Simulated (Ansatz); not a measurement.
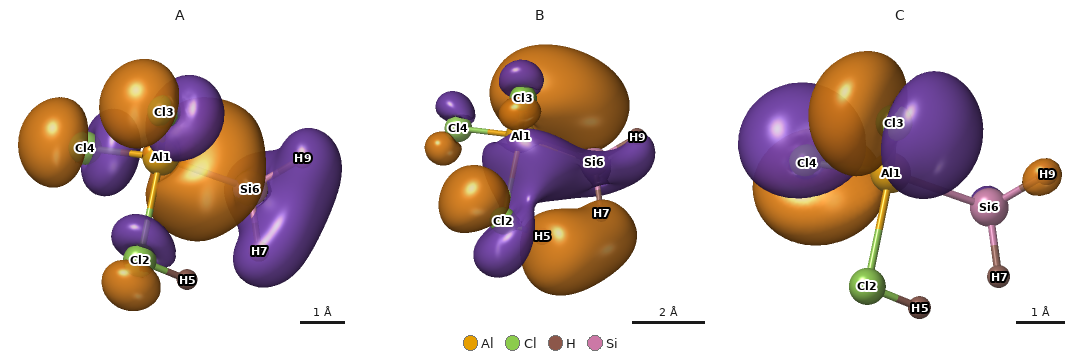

Figure. AlCl3H4Si. Three frontier orbitals at ±0.06 Å⁻³ᐟ² (orange and purple are the two phases), in no order.

The product side of a reaction path; geometry: PBE0-D4/def2-TZVP.

Theory: Ansatz 0.2.0, RKS PBE0-D4/def2-TZVPP.

```csv
atom,x (Å),y (Å),z (Å)
Al,-1.0887,-0.1444,-0.6327
Cl,0.8363,0.7674,-2.1707
Cl,-1.5042,-1.9102,-1.6960
Cl,-2.4406,1.4461,-0.8847
H,1.6598,0.7279,-1.1791
Si,0.3568,-0.2227,1.3338
H,1.7272,0.2290,0.9119
H,-0.0690,0.6970,2.4224
H,0.5224,-1.5900,1.8953
```

Order the three orbitals by energy and name them.

C is the HOMO−1 (−8.90 eV). It lies mainly on Cl3 (about 45 %) and Cl4 (about 45 %); largely a combination of lone pairs on Cl3 and Cl4. A is the HOMO (−8.01 eV). Its weight (Hirshfeld) is mainly on Si6 (about 40 %), Al1 (about 20 %), Cl3 (about 15 %) and Cl4 (about 15 %). B is the LUMO (−1.12 eV). It lies mainly on Al1 (about 30 %), Si6 (about 20 %), Cl2 (about 20 %), H5 (about 15 %) and H7 (about 5 %).

What is the HOMO–LUMO gap?

6.89 eV between the orbital energies.
